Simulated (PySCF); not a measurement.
```xyz
14

O     0.9067    0.9397   -1.3221
C     1.7065    1.1359   -0.4005
O     1.7190    0.4096    0.6075
Si    0.0816   -0.8305   -0.1571
O    -0.4337   -1.4331   -1.5701
O     0.8978   -2.0955    0.4654
B    -1.3160    0.3004    0.6134
O    -1.7321    1.4390    0.0123
O    -1.9006   -0.0364    1.7799
H     2.4205    1.9733   -0.4647
H     0.0717   -2.0785   -2.0643
H     1.4448   -1.9618    1.2381
H    -1.2935    1.6538   -0.8123
H    -2.5727    0.5840    2.0746
```

Geometry: GFN2-xTB.

All numbers below come from PBE0/pcSseg-1, SCF density, in a chloroform solvent model, non-relativistic (PySCF).

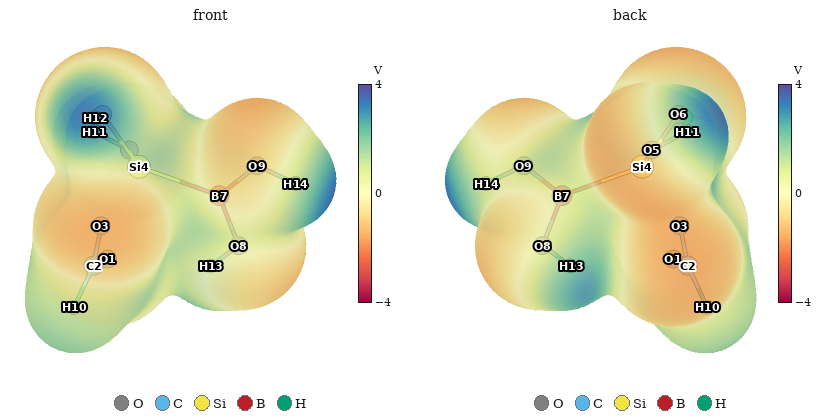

CH5BO6Si. The electrostatic potential painted on the density surface at 0.004 e/bohr³, seen from the front and from behind; red is negative and blue positive.

> Where is the surface potential most negative and most positive?

The most negative region (about −1.7 V) lies over O1 and O5, the most positive (about +3.4 V) over H11, H12 and H14.
